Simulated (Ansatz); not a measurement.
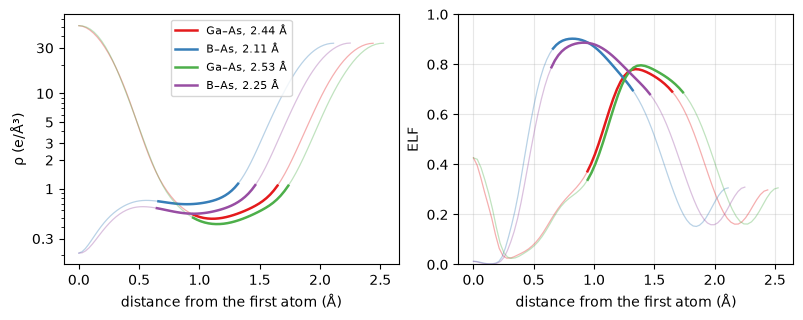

Figure 1: Ga3BAs4. Valence charge density (pseudo) and electron localisation function along straight lines between neighbouring atoms. Thin, pale parts lie inside the atomic spheres.

Space group Pmm2; started from the ordered alloy on zincblende lattice prototype, which need not be the ambient phase.

The calculation used DFT, PBE, plane waves, PAW (Ansatz 0.2.0).

In a PAW calculation such maps are meaningful between the atoms, not at the nuclei.

Compare the contacts.

Ga–As (2.44 Å): the density is about 0.5 e/Å³ at the midpoint; the ELF peaks at about 0.80 between the atoms (a covalent bond).
B–As (2.11 Å): ρ at the midpoint is about 0.72 e/Å³; the ELF peaks at about 0.90 between the atoms; a covalent bond.
Ga–As (2.53 Å): ρ at the midpoint is about 0.44 e/Å³; the ELF peaks at about 0.80 between the atoms: a shared electron pair.
B–As (2.25 Å): the density is about 0.58 e/Å³ at the midpoint; the ELF peaks at about 0.90 between the atoms; a covalent bond.
